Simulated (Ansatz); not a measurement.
| atom | x (Å) | y (Å) | z (Å) |
| --- | --- | --- | --- |
| Na | 1.6312 | -2.4349 | -0.4820 |
| Na | 1.2347 | 0.2818 | 2.6860 |
| Na | -1.4896 | -0.5139 | -2.5162 |
| Na | 0.3653 | 0.3358 | -0.2424 |
| Na | -1.8850 | 2.1993 | 0.6502 |
| H | -1.6341 | 1.0608 | -1.1131 |
| H | 1.7052 | -0.9960 | 1.0672 |
| H | 0.2465 | -1.4190 | -1.7172 |
| H | -0.1741 | 1.4861 | 1.6677 |

Geometry: r2SCAN-D4/def2-SVP.

All numbers below come from RKS PBE0-D4/def2-TZVP in Ansatz.

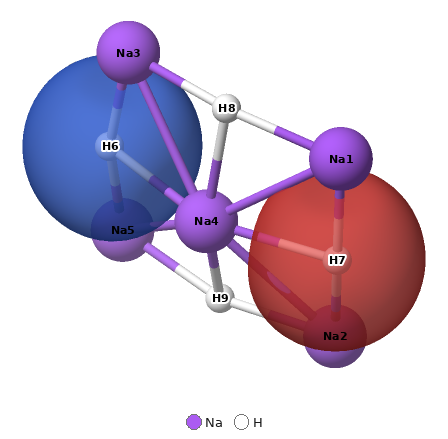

H$_{4}$Na$_{5}$ (charge +1). The HOMO−1 at ±0.08 Å⁻³ᐟ² (blue and red are the two phases), seen at an oblique angle.

### What is the character of this orbital?

Its weight (Hirshfeld) is mainly on H7 (about 30 %), H6 (about 30 %), Na4 (about 10 %), Na1 (about 5 %), Na3 (about 5 %), Na2 (about 5 %) and Na5 (about 5 %). It is one of a degenerate set, so its orientation is arbitrary. Its energy is −9.58 eV.
